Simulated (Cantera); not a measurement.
A closed system holds: 1 mol C₆H₆, 0.39 mol CO₂, 3.2 mol H₂, at 10.0 mbar.

Equilibrium computed with Cantera from the NASA thermochemical tables; the gas is ideal and each condensed phase is pure. Candidate condensed phases: C, C₆H₆, C₇H₈, C₈H₁₈, H₂O; 110 gas species. Equilibrium is a limit: real reactors are often held back by kinetics, nucleation or transport.

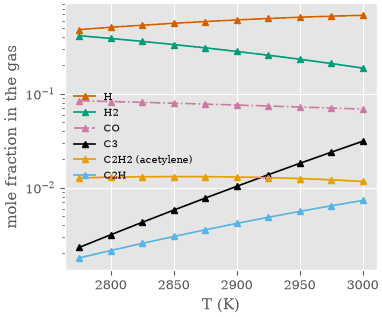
Figure: Equilibrium gas composition (values under 1e-9 drawn at 1e-9)

Question: Read off the mole fractions at 2775 K.

Answer: H about 0.48, H₂ about 0.42, CO about 0.084, C₂H₂ (acetylene) about 0.013, C₃ about 0.0023, C₂H about 0.0018.
